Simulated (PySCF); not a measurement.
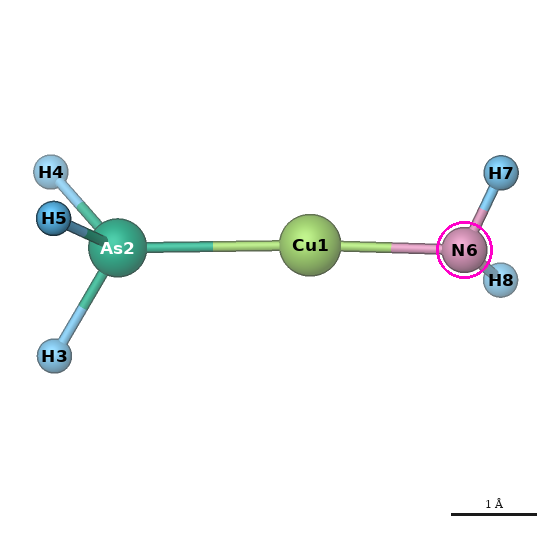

Orthographic view. Depth is shown by fading: the farther an atom, the more it takes the colour of the background. The species is neutral and a spin singlet. Computed geometry: PBE0-D3(BJ)/def2-SVP optimisation. No frequency run is at hand to confirm it as a minimum.

**Which atoms are bonded to the circled atom?**

The circled atom is N6; it is bonded to Cu1, H7, H8.

**Which atom is nearest the viewer?**

H5, 1.3 Å in front of the mean position.

**Of N6 and H8, which is nearer the viewer?**

N6; the bond to H8 points away from the viewer, so it looks shorter than its 1.02 Å.

**What is the shortest path along bonds from the circled atom to H5?**

N6–Cu1–As2–H5, 3 bonds; through space the two are 5.02 Å apart.
